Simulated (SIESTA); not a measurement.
# How far to go with the k-point mesh: MgS (R3m, 2 atoms in the cell)

```
MgS
1.0
    0.00000     2.84729     2.84729
    2.84729     0.00000     2.84729
    2.84729     2.84729     0.00000
Mg S
1 1
Cartesian
  0.02887   0.02887   0.02887
  4.27093   4.27093   4.27093
```

Method: LDA PW92, numerical atomic orbitals DZP, PseudoDojo LDA standard norm-conserving potentials (rewritten from UPF to PSML) run with SIESTA.

Base settings: XC.functional = LDA; XC.authors = PW92; potentials = PseudoDojo LDA standard; PAO.BasisSize = DZP; PAO.EnergyShift = 0.005 Ry; MeshCutoff = 350 Ry; kgrid.MonkhorstPack = 8 8 8; OccupationFunction = FD; ElectronicTemperature = 10 K; MaxSCFIterations = 150.

The second cell is the first with its lattice scaled by 0.98.

Only quantities that move along the ladder and can be compared are tabulated.

Core times come from one kind of shared machine, to one figure; runs under 30 s give none.

The starting cell comes from a database of computed structures (which also holds hypothetical and non-ambient phases and stackings), without a prior relaxation at this level. Its lattice was rescaled by up to half a per cent. One atom was moved a little off its site on purpose. Values carry the incompleteness of an atom-centred basis.

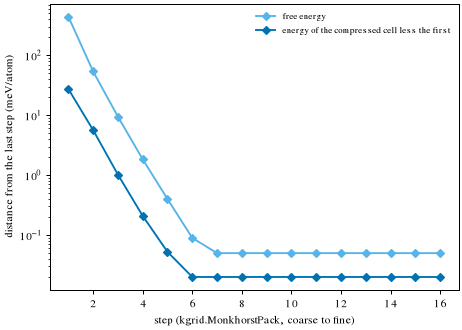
*Distance from the last step along the ladder; very small values are drawn at a floor.*

| kgrid.MonkhorstPack | free energy less the last step's (meV/atom) | energy of the compressed cell less the first (meV/atom) | pressure (GPa) | largest difference of a force vector from the last step's (eV/Å) | gap on the mesh (eV) | core time / last (rough) |
|---|---|---|---|---|---|---|
| 2 2 2 | 442.67 | 36.46 | 2.25 | 0.013 | 2.853 | – |
| 3 3 3 | 53.62 | 14.72 | -0.20 | 0.001 | 3.038 | – |
| 4 4 4 | 9.46 | 10.09 | -0.69 | 0.000 | 3.073 | – |
| 5 5 5 | 1.84 | 9.28 | -0.78 | 0.000 | 3.081 | – |
| 6 6 6 | 0.40 | 9.13 | -0.79 | 0.000 | 3.083 | – |
| 7 7 7 | 0.09 | 9.08 | -0.80 | 0.000 | 3.084 | – |
| 8 8 8 | 0.02 | 9.08 | -0.80 | 0.000 | 3.084 | – |
| 9 9 9 | 0.01 | 9.07 | -0.80 | 0.000 | 3.084 | – |
| 10 10 10 | 0.00 | 9.07 | -0.80 | 0.000 | 3.084 | – |
| 11 11 11 | 0.00 | 9.07 | -0.80 | 0.000 | 3.084 | – |
| 12 12 12 | 0.00 | 9.07 | -0.80 | 0.000 | 3.084 | – |
| 13 13 13 | 0.00 | 9.07 | -0.80 | 0.000 | 3.084 | – |
| 14 14 14 | 0.00 | 9.07 | -0.80 | 0.000 | 3.084 | – |
| 16 16 16 | 0.00 | 9.07 | -0.80 | 0.000 | 3.084 | 0.5 |
| 18 18 18 | 0.00 | 9.07 | -0.80 | 0.000 | 3.084 | 0.8 |
| 20 20 20 | 0.00 | 9.07 | -0.80 | 0.000 | 3.084 | 1 |
| 22 22 22 | 0.00 | 9.07 | -0.80 | 0.000 | 3.084 | 1 |

Coarsest kgrid.MonkhorstPack that holds the pressure within 0.5 GPa of the last step, with all finer ones: 4 4 4; the step before is off by 0.60 GPa.

Coarsest kgrid.MonkhorstPack that holds the free energy within 5 meV/atom of the last step, with all finer ones: 5 5 5; the step before is off by 9.5 meV/atom.

The energy difference between the two cells stays within 1 meV/atom of the last step's from 5 5 5 on, the total only from 6 6 6 on: much of the error is common to both cells and cancels.
